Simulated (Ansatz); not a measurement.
H6Si2Te (SMILES [SiH3][SiH2][TeH])

The calculation's input:

```
crystal:
  periodic: [false, false, false]
  atoms:
    - {symbol: Si, position_ang: [-0.717518, 1.026836, -1.013446]}
    - {symbol: Si, position_ang: [0.164634, -0.801544, 0.144900]}
    - {symbol: Te, position_ang: [1.364372, 0.127310, 2.131675]}
    - {symbol: H, position_ang: [-1.455707, 0.559591, -2.217116]}
    - {symbol: H, position_ang: [0.382914, 1.931578, -1.438397]}
    - {symbol: H, position_ang: [-1.649681, 1.778566, -0.132477]}
    - {symbol: H, position_ang: [-0.920816, -1.721012, 0.578885]}
    - {symbol: H, position_ang: [1.105872, -1.564244, -0.717837]}
    - {symbol: H, position_ang: [1.814429, -1.383380, 2.646612]}
basis:
  gaussian: {orbitals: def2-TZVPP}
hamiltonian: {xc: pbe0, dispersion: d4}
output: {orbitals: {seedname: orbitals}}
```

Command:

```sh
ansatz run in.yaml --threads 2 --pin off --events-out ev --progress --plain --max-ram 4352MiB
```

Geometry: PBE0-D4/def2-TZVP; core potentials replace the inner electrons of Te.

All numbers below come from RKS PBE0-D4/def2-TZVPP (Ansatz).

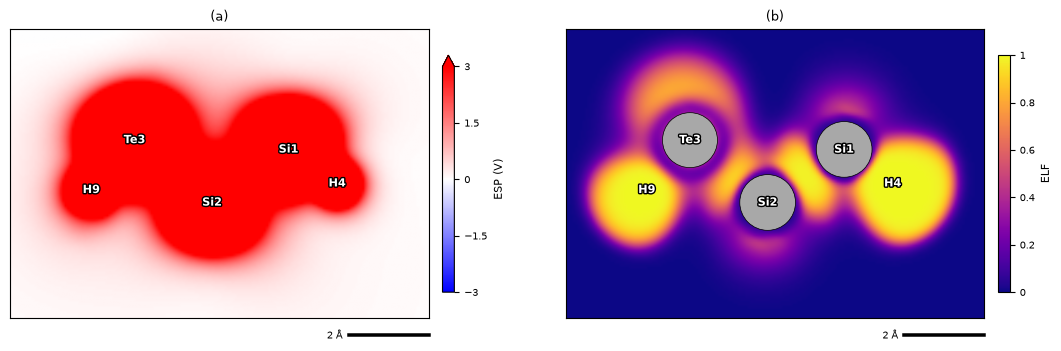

Figure 1. (a) molecular electrostatic potential; (b) ELF on the plane of atoms Si1, Si2 and Te3. Grey discs cover the atomic cores in the ELF map.

Question: Interpret the plot.

Answer: The section cuts through Si, Te and H sites.
Si–Si (2.34 Å): the ELF peaks at about 1 between the atoms; localised, covalent bonding.
Si–Te (2.50 Å): the ELF peaks at about 0.90 between the atoms, as expected for a covalent bond.
Si–H (1.49 Å): the ELF climbs to about 1 towards the hydrogen, as it does in any bond to H.
Te–H (1.66 Å): the ELF climbs to about 1 towards the hydrogen.
The ELF also peaks beside Te3, away from the bonds: lone-pair regions.
The potential has no marked negative region in this plane.

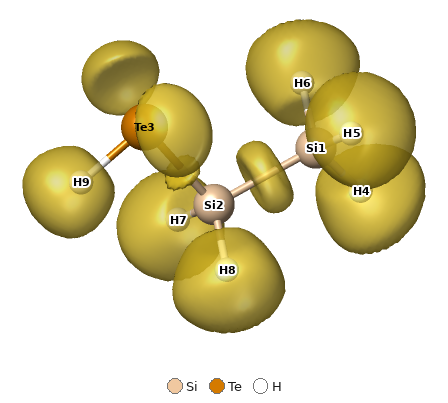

Figure 2. Isosurface of the electron localisation function at 0.85 (yellow), seen at a tilt. Only the valence region is drawn (cores and ρ < 0.01 e/Å³ removed).

Question: Identify the bonds, lone pairs and shells in this picture.

Answer: The ELF exceeds this value in one region between bonded Si–Si atoms (shared pairs), one region between bonded Si–Te atoms (shared pairs), six regions around hydrogen nuclei and two lobes on Te, pointing away from the bonds (lone pairs).

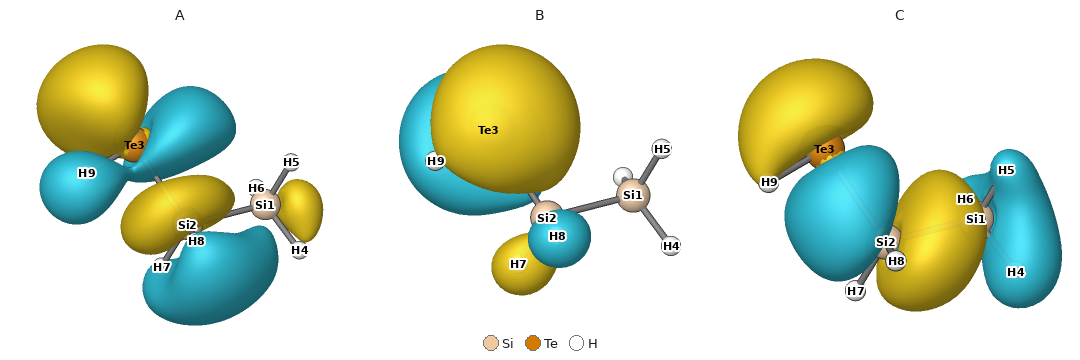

Figure 3. Three frontier orbitals at ±0.06 Å⁻³ᐟ² (yellow and cyan are the two phases), in no order.

Question: Which picture is the HOMO−1, the HOMO and the LUMO?

Answer: C is the HOMO−1 (−8.29 eV). Its weight (Hirshfeld) is mainly on Te3 (about 40 %), Si2 (about 30 %) and Si1 (about 20 %). B is the HOMO (−6.54 eV). Its weight (Hirshfeld) is mainly on Te3 (about 85 %). A is the LUMO (−0.81 eV). By Hirshfeld shares it lies mainly on Te3 (about 50 %), Si2 (about 25 %), H9 (about 5 %) and Si1 (about 5 %).

Question: What is the HOMO–LUMO gap?

Answer: 5.73 eV between the orbital energies.
